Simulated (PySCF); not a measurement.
Consider C$_{8}$H$_{6}$O$_{2}$ (SMILES C=CC1=CC=CC(=O)C1=O).

Input file:

```
{"job": {"kind": "nmr", "xc": "PBE0", "basis": "pcSseg-1", "pop": false}, "charge": 0, "multiplicity": 1}
C     -2.425200     1.315300    -0.088200
C     -1.973500     0.059900     0.126600
C     -0.547500    -0.135900     0.123900
C     -0.058700    -1.371800    -0.274400
C      1.341400    -1.640600    -0.236400
C      2.234300    -0.725800     0.161200
C      1.841400     0.584100     0.497400
O      2.659100     1.438500     0.873800
C      0.339200     0.916600     0.570500
O     -0.061300     1.928400     1.118100
H     -1.779800     2.183800    -0.368900
H     -3.448500     1.544600     0.000000
H     -2.667900    -0.696100     0.118000
H     -0.799900    -2.117300    -0.517500
H      1.592400    -2.616100    -0.551100
H      3.286800    -0.899600     0.320300
```

Command:

```sh
OMP_NUM_THREADS=1 python probes_run.py task.json out
```

Geometry: GFN2-xTB, MD frame at 250 fs, 300 K.

These are results of PBE0/pcSseg-1, SCF density, gas phase, non-relativistic (PySCF 2.14.0), not measurements.

> What can the converged electron density and electron localisation function tell about the bonding?

C–O (1.22 Å): ρ at the midpoint is about 3.2 e/Å³; the ELF peaks at about 0.85 between the atoms (a multiple bond).
C–C (1.34 Å): ρ at the midpoint is about 2.3 e/Å³; the ELF peaks at about 0.95 between the atoms: a short, multiple covalent bond.
C–H (1.06 Å): ρ at the midpoint is about 2.2 e/Å³; the ELF climbs to about 1 towards the hydrogen, as it does in any bond to H; an ordinary covalent bond to hydrogen.
C–C (1.39 Å): ρ is about 2.1 e/Å³ halfway; the ELF peaks at about 0.95 between the atoms; localised, covalent bonding.

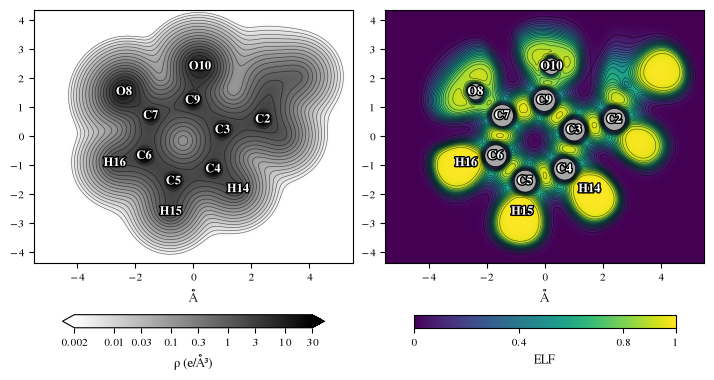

Computed electron density and electron localisation function on the plane of atoms C3, C4 and C5, in this order. Grey discs cover the atomic cores in the ELF map. 
